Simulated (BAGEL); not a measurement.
# CH6BNO2 (SMILES COB(N)O): a chain of runs

We compute a single-point energy (HF/6-31G*), then a single-point energy (NEVPT2(2,2)/6-31G*) of CH6BNO2. 

The calculation is run with BAGEL 1.2.2.

2 further runs of the same task are left out: 2 set aside as unsound or not needed.

### 1 The structure to begin with

CH6BNO2: 11 atoms, total charge 0, spin state singlet. As SMILES, `COB(N)O`. The C1–H6 distance was set to 1.754 Å, away from the relaxed value. At this shape a bond of the SMILES string is far longer than usual.

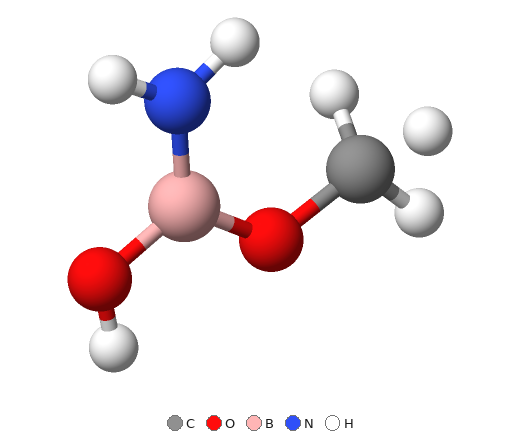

Viewed from a chosen angle; carbon grey, oxygen red, boron pink, nitrogen blue, hydrogen white.

### 2 The energy at HF/6-31G(d) (density fitting with svp-jkfit, spherical functions) (run 1)

job.json

```json
{ "bagel" : [

{
  "title" : "molecule",
  "basis" : "6-31gs.json",
  "df_basis" : "svp-jkfit",
  "angstrom" : true,
  "geometry" : [
    { "atom" : "C", "xyz" : [       0.660824,       0.341518,       1.541629 ] },
    { "atom" : "O", "xyz" : [      -0.499376,      -0.407582,       1.290429 ] },
    { "atom" : "B", "xyz" : [      -0.696676,      -1.016782,       0.073529 ] },
    { "atom" : "N", "xyz" : [       0.223124,      -0.941982,      -0.991771 ] },
    { "atom" : "O", "xyz" : [      -1.853676,      -1.733182,      -0.102871 ] },
    { "atom" : "H", "xyz" : [       0.801300,       1.701800,       0.443100 ] },
    { "atom" : "H", "xyz" : [       0.601724,       0.728518,       2.559529 ] },
    { "atom" : "H", "xyz" : [       1.564224,      -0.274082,       1.459529 ] },
    { "atom" : "H", "xyz" : [       1.091424,      -0.443782,      -0.954971 ] },
    { "atom" : "H", "xyz" : [       0.042524,      -1.400982,      -1.865571 ] },
    { "atom" : "H", "xyz" : [      -2.396776,      -1.711182,       0.687329 ] }
  ]
},

{
  "title" : "hf"
},

{
  "title" : "print",
  "file" : "orbitals.molden",
  "orbitals" : true
}

]}
```

The basis set 6-31G* is read from a file made from the Basis Set Exchange's data (not shown).

Started as:

```
$ BAGEL_NUM_THREADS=1 BAGEL job.json > job.out
```

The program printed:

```text
* using 1 threads per process

  ===============================================================
  ===============================================================

  *** Geometry ***

  { "atom" : "C", "xyz" : [      1.248776,      0.645375,      2.913257 ] },
  { "atom" : "O", "xyz" : [     -0.943684,     -0.770218,      2.438557 ] },
  { "atom" : "B", "xyz" : [     -1.316527,     -1.921440,      0.138950 ] },
  { "atom" : "N", "xyz" : [      0.421643,     -1.780088,     -1.874176 ] },
  { "atom" : "O", "xyz" : [     -3.502940,     -3.275239,     -0.194398 ] },
  { "atom" : "H", "xyz" : [      1.514238,      3.215936,      0.837338 ] },
  { "atom" : "H", "xyz" : [      1.137094,      1.376699,      4.836809 ] },
  { "atom" : "H", "xyz" : [      2.955955,     -0.517940,      2.758110 ] },
  { "atom" : "H", "xyz" : [      2.062492,     -0.838626,     -1.804634 ] },
  { "atom" : "H", "xyz" : [      0.080359,     -2.647472,     -3.525418 ] },
  { "atom" : "H", "xyz" : [     -4.529250,     -3.233665,      1.298864 ] },

  Number of auxiliary basis functions:      489

  Since a DF basis is specified, we compute 2- and 3-index integrals:
    o Being stored without compression. Storage requirement is 0.026 GB

  Number of basis functions:       82
  Number of electrons      :       40

    * METHOD: MOLECULE                             0.27

  *** RHF ***

  === Nuclear Repulsion ===
   174.3571083645

      * DIIS with orbital gradients will be used.

  === RHF iteration (6-31gs.json) ===
      0       -269.94304565          0.02424215           0.07
      1       -270.16943989          0.01342739           0.07
      2       -270.24879098          0.00173262           0.07
      3       -270.25056823          0.00057926           0.07
      4       -270.25073630          0.00013233           0.07
      5       -270.25075125          0.00003846           0.07
      6       -270.25075271          0.00001765           0.07
      7       -270.25075297          0.00000458           0.07
      8       -270.25075298          0.00000169           0.07
      9       -270.25075299          0.00000057           0.07
     10       -270.25075299          0.00000029           0.07
     11       -270.25075299          0.00000009           0.07
     12       -270.25075299          0.00000003           0.07
     13       -270.25075299          0.00000002           0.07
     14       -270.25075299          0.00000001           0.07
    * SCF iteration converged.

    * Permanent dipole moment:
           (   -0.614588,    -0.010449,    -0.300413) a.u.

    * METHOD: HF                                   1.27

    * METHOD: PRINT                                0.01

  ===============================================================
```

It took 1.7 s on 1 thread of Arm Neoverse V1, shared host; peak memory 0.15 GiB.

### 3 A single-point energy at NEVPT2(2,2)/6-31G(d) (density fitting with svp-jkfit, spherical functions) (run 2)

job.json

```json
{ "bagel": [

{
  "title": "molecule",
  "basis": "6-31gs.json",
  "df_basis": "svp-jkfit",
  "angstrom": true,
  "geometry": [
    { "atom": "C", "xyz": [       0.660824,       0.341518,       1.541629 ] },
    { "atom": "O", "xyz": [      -0.499376,      -0.407582,       1.290429 ] },
    { "atom": "B", "xyz": [      -0.696676,      -1.016782,       0.073529 ] },
    { "atom": "N", "xyz": [       0.223124,      -0.941982,      -0.991771 ] },
    { "atom": "O", "xyz": [      -1.853676,      -1.733182,      -0.102871 ] },
    { "atom": "H", "xyz": [       0.801300,       1.701800,       0.443100 ] },
    { "atom": "H", "xyz": [       0.601724,       0.728518,       2.559529 ] },
    { "atom": "H", "xyz": [       1.564224,      -0.274082,       1.459529 ] },
    { "atom": "H", "xyz": [       1.091424,      -0.443782,      -0.954971 ] },
    { "atom": "H", "xyz": [       0.042524,      -1.400982,      -1.865571 ] },
    { "atom": "H", "xyz": [      -2.396776,      -1.711182,       0.687329 ] }
  ]
},

{ "title": "hf" },

{ "title": "casscf", "nstate": 1, "nact": 2, "nclosed": 19, "active": [20, 21], "maxiter": 200, "natocc": true },

{ "title": "nevpt2", "nstate": 1, "nact": 2, "nclosed": 19, "active": [20, 21], "maxiter": 200, "natocc": true, "ncore": 5 },

{ "title": "print", "file": "orbitals.molden", "orbitals": true }

]}
```

The basis set 6-31G* is read from a file made from the Basis Set Exchange's data (not shown).

Started as:

```
$ BAGEL_NUM_THREADS=1 BAGEL job.json > job.out
```

The program printed:

```text
* using 1 threads per process

  ===============================================================
  ===============================================================

  *** Geometry ***

  { "atom" : "C", "xyz" : [      1.248776,      0.645375,      2.913257 ] },
  { "atom" : "O", "xyz" : [     -0.943684,     -0.770218,      2.438557 ] },
  { "atom" : "B", "xyz" : [     -1.316527,     -1.921440,      0.138950 ] },
  { "atom" : "N", "xyz" : [      0.421643,     -1.780088,     -1.874176 ] },
  { "atom" : "O", "xyz" : [     -3.502940,     -3.275239,     -0.194398 ] },
  { "atom" : "H", "xyz" : [      1.514238,      3.215936,      0.837338 ] },
  { "atom" : "H", "xyz" : [      1.137094,      1.376699,      4.836809 ] },
  { "atom" : "H", "xyz" : [      2.955955,     -0.517940,      2.758110 ] },
  { "atom" : "H", "xyz" : [      2.062492,     -0.838626,     -1.804634 ] },
  { "atom" : "H", "xyz" : [      0.080359,     -2.647472,     -3.525418 ] },
  { "atom" : "H", "xyz" : [     -4.529250,     -3.233665,      1.298864 ] },

  Number of auxiliary basis functions:      489

  Since a DF basis is specified, we compute 2- and 3-index integrals:
    o Being stored without compression. Storage requirement is 0.026 GB

  Number of basis functions:       82
  Number of electrons      :       40

    * METHOD: MOLECULE                             0.27

  *** RHF ***

  === Nuclear Repulsion ===
   174.3571083645

      * DIIS with orbital gradients will be used.

  === RHF iteration (6-31gs.json) ===
      0       -269.94304565          0.02424215           0.07
      1       -270.16943989          0.01342739           0.07
      2       -270.24879098          0.00173262           0.07
      3       -270.25056823          0.00057926           0.07
      4       -270.25073630          0.00013233           0.07
      5       -270.25075125          0.00003846           0.07
      6       -270.25075271          0.00001765           0.07
      7       -270.25075297          0.00000458           0.07
      8       -270.25075298          0.00000169           0.06
      9       -270.25075299          0.00000057           0.06
     10       -270.25075299          0.00000029           0.06
     11       -270.25075299          0.00000009           0.07
     12       -270.25075299          0.00000003           0.07
     13       -270.25075299          0.00000002           0.06
     14       -270.25075299          0.00000001           0.06
    * SCF iteration converged.

    * Permanent dipole moment:
           (   -0.614588,    -0.010449,    -0.300413) a.u.

    * METHOD: HF                                   1.22

  ---------------------------
      CASSCF calculation
  ---------------------------

    ==== Active orbitals : =====
         Orbital 20
         Orbital 21
    ============================

    * nstate   :      1
    * nclosed  :     19
    * nact     :      2
    * nvirt    :     61
  === CASSCF iteration (6-31gs.json) ===

    * Using the second-order algorithm

      0  0      -270.26677160     2.09e-03      0.02

      1  0      -270.28821395     1.61e-03      0.32

      2  0      -270.29126818     5.84e-04      0.34

      3  0      -270.29141357     1.55e-04      0.35

      4  0      -270.29141995     3.92e-05      0.39

      5  0      -270.29142029     9.79e-06      0.40

      6  0      -270.29142031     2.43e-06      0.39

      7  0      -270.29142031     6.03e-07      0.40

      8  0      -270.29142031     1.49e-07      0.37

      9  0      -270.29142031     3.68e-08      0.33

     10  0      -270.29142031     9.09e-09      0.30

    * Second-order optimization converged. *

     guess   0:   closed 1.                   open ..

  === FCI iteration ===

      0  0      -270.24869133     8.44e-02      0.00
      1  0      -270.29117088     5.61e-03      0.00
      2  0 *    -270.29142031     3.56e-16      0.00

     * ci vector, state   0, <S^2> = 0.0000
       2.     0.9693561481
       .2    -0.2456596389

    * METHOD: CASSCF                               3.78

    * freezing 5 orbitals

  === DF-NEVPT2 calculation ===

    * 3-index integral transformation done
    * assembly done

      NEVPT2 correlation energy:   -0.6946897342      0.22

          (+0)     -0.6457255849
          (+0)'    -0.0125647455
          (+1)     -0.0120671223
          (+1)'    -0.0000000000
          (+2)     -0.0004088317
          (-1)     -0.0219410653
          (-1)'     0.0000000000
          (-2)     -0.0019823845

      NEVPT2 total energy:       -270.9861100429

    * METHOD: NEVPT2                               0.38

    * METHOD: PRINT                                0.01

  ===============================================================
```

It took 6 s on 1 thread of Arm Neoverse V1, shared host; peak memory 0.15 GiB.

### 4 Summary of results

| quantity | value |
| --- | --- |
| run 1, HF/6-31G*: total energy | -270.25075 Eh |
| run 1, HF/6-31G*: dipole moment | 1.74 D |
| run 1, HF/6-31G*: HOMO energy | -10.62 eV |
| run 1, HF/6-31G*: LUMO energy | 3.51 eV |
| run 1, HF/6-31G*: HOMO–LUMO gap | 14.14 eV |
| run 2, NEVPT2(2,2)/6-31G*: total energy | -270.98611 Eh |
